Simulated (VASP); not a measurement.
Band structure of BaZrO3 (cubic perovskite). Level of theory: r2SCAN+rVV10, VASP's PBE PAW potentials (set 64) (plane waves; VASP).

Unless said otherwise, spin-orbit coupling is left out, though it shifts the bands of the heavy elements here.

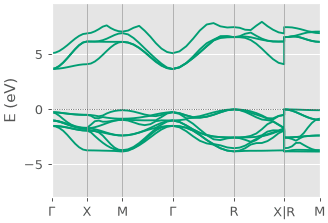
Figure: Bands along high-symmetry lines, zero at the valence-band maximum or, without a gap, the Fermi level

Q: Read the plot: is there a gap, and where are the band edges?

A: The gap is indirect, 3.67 eV, from the valence maximum at R to the conduction minimum at Γ.

The compound is BaZrO3 in the cubic perovskite structure. It was relaxed first.
